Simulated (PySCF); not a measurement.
C$_{5}$H$_{12}$Si$_{2}$ (SMILES C=C(C)/C([SiH3])=C/[SiH3])

```tsv
atom	x (Å)	y (Å)	z (Å)
C	-2.1949	-0.8155	-0.5934
C	-1.0877	-0.1387	-0.8733
C	-0.8713	0.5301	-2.1978
C	-0.0022	0.0091	0.1146
Si	0.5896	1.7769	0.4383
C	0.4923	-1.0783	0.7197
Si	1.8751	-1.1807	1.9869
H	-2.3483	-1.2733	0.3694
H	-2.9943	-0.9222	-1.3080
H	-0.8599	1.6132	-2.0772
H	0.0897	0.2328	-2.6160
H	-1.6594	0.2636	-2.8981
H	1.5225	2.1897	-0.6172
H	-0.5828	2.6600	0.4135
H	1.2422	1.8690	1.7428
H	0.0609	-2.0340	0.4281
H	1.4967	-0.5194	3.2396
H	2.1203	-2.6014	2.2567
H	3.1017	-0.5716	1.4638
```

Geometry: GFN2-xTB.

All numbers below come from PBE0/def2-SVPD, SCF density, gas phase in PySCF.

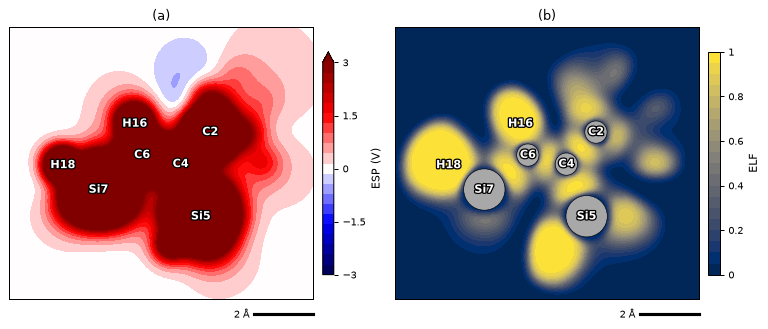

Figure 1. (a) electrostatic potential; (b) ELF on the plane of atoms C4, C6 and H16. Grey discs cover the atomic cores in the ELF map.

Question: Describe what can be read from this map.

Answer: The plane passes through C, Si and H nuclei. C–C (1.34 Å): the ELF peaks at about 0.90 between the atoms: a short, multiple covalent bond. C–Si (1.88 Å): the ELF peaks at about 0.95 between the atoms (localised, covalent bonding). C–H (1.09 Å): the ELF climbs to about 1 towards the hydrogen, as it does in any bond to H (an ordinary covalent bond to hydrogen). C–C (1.48 Å): the ELF peaks at about 0.95 between the atoms; localised, covalent bonding. Si–H (1.47 Å): the ELF climbs to about 1 towards the hydrogen. Outside the dense part of the molecule the potential is most negative (−0.5 V) near C1, which lies off the plane.

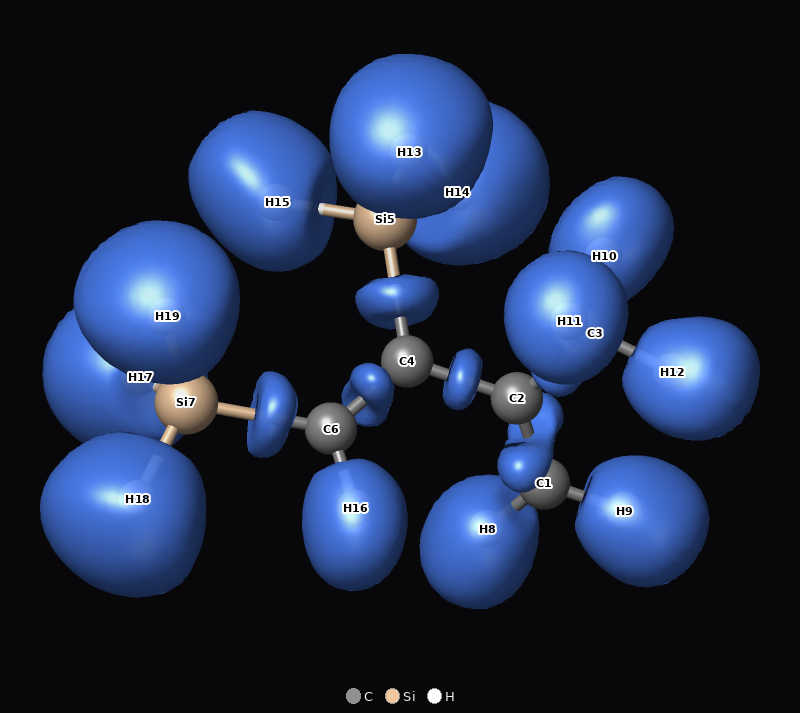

Figure 2. Isosurface of the electron localisation function at 0.85 (blue), seen across its widest extent. Core shells and regions of very low density are left out.

Question: What do the ELF domains correspond to?

Answer: The surface consists of four regions between bonded C–C atoms (shared pairs), two regions between bonded C–Si atoms (shared pairs) and twelve regions around hydrogen nuclei.


C–C (1.33 Å): the ELF peaks at about 0.90 between the atoms; a multiple bond.

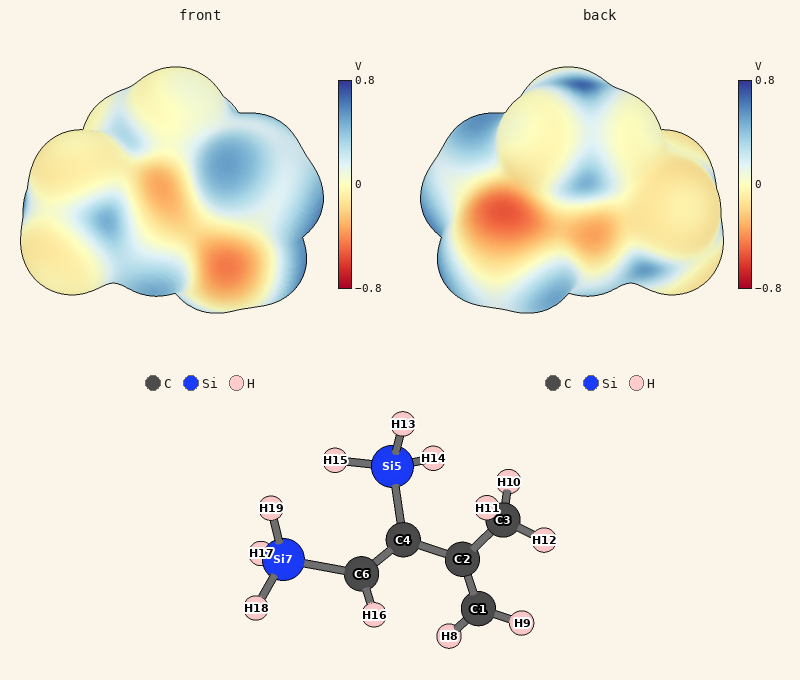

Figure 3. The electrostatic potential painted on the density surface at 0.001 e/bohr³, seen from the front and from behind; red is negative and blue positive. The bare structure is drawn below in the same view.

Question: Which sites attract a positive test charge, and which a negative one?

Answer: A positive charge is drawn to the negative regions and a negative charge to the positive ones. The most negative region (about −0.5 V) lies over the π face of C1 and C2, the most positive (about +0.6 V) over Si5, H9 and H12.

Question: What dipole moment does the calculation give?

Answer: Its dipole moment is 0.88 D.
